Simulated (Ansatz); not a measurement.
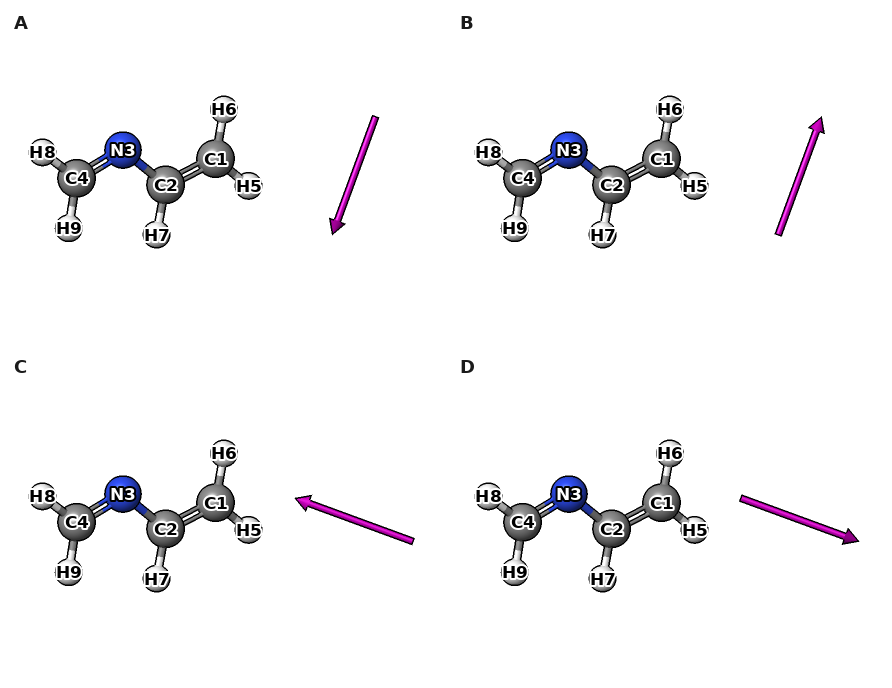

The same molecule four times, each with an arrow. Computed geometry: PBE0-D4/def2-TZVP optimisation. Level of theory: RKS ωB97M-V/def2-TZVPP (Ansatz 0.2.0).

Which arrow points along the dipole moment, from the negative to the positive end?

A. The dipole moment is 1.52 D; it points from the side of H6 to the side of H9 (the outermost atoms at the two ends).
